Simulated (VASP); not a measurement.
Given:

```
CELL_PARAMETERS angstrom
      3.19663     0.00000     0.00000
      0.00000     3.19663     0.00000
      0.00000     0.00000     3.19663
ATOMIC_POSITIONS crystal
  Pm 0.00000 0.00000 0.00000
```

All values below come from PBEsol GGA, VASP's PBE PAW potentials (set 64) (plane waves; VASP). Settings: 400 eV cut-off, 13×13×13 Γ-centred mesh, tetrahedra with Blöchl corrections, potentials Pm_3.

The 4f electrons are frozen in the core of the lanthanide potential, so 4f levels, which can set the real gap, and their magnetism are missing.

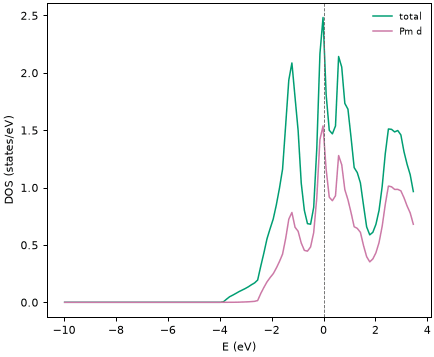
Fig. 1. Total and projected density of states, zero at the Fermi level

Within 2 eV below the Fermi level the largest weight inside VASP's projection spheres is Pm d.

It has no gap at this level: it comes out as a metal or semimetal.

The structure was generated: Pm was put into the simple-cubic type (Pm-3m), which need not be its known phase. It was relaxed first, which changed the volume by -13 %.
